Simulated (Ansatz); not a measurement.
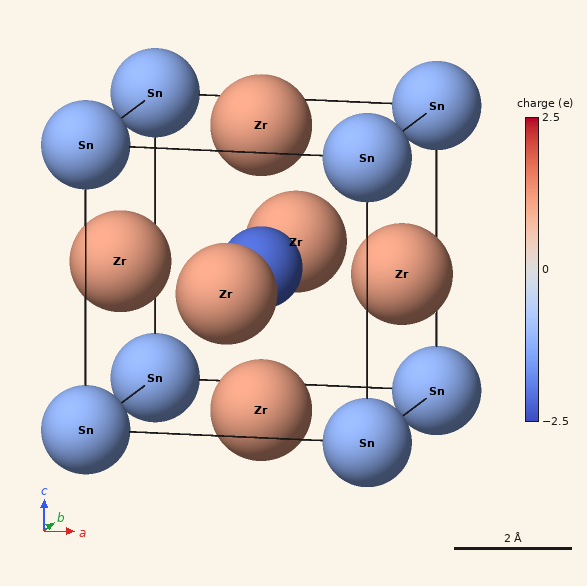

Spheres-only drawing of the structure, looking slightly off an axis. The lines enclose the simulation cell; boundary atoms appear with their images. The atoms of this Zr3SnSe cell are coloured by their Bader charge.

Method used: Ansatz 0.2.0, DFT PBE, scalar-relativistic, plane waves, PAW. It ran with wavefunction cutoff 420 eV, k-point mesh 8×8×8, Gaussian smearing of 0.1 eV, no spin polarisation.

**Describe the charge distribution among the elements.**

Most positive: Zr; most negative: Se. Charges: about Zr +1.0 e; Sn -1.1 e; Se -2.0 e.

Its origin is a random cell made by a generator, so it need not be a real form of the compound. Earlier steps of the study may have refined or changed the cell and positions. It was run through Ansatz as a DFT input.
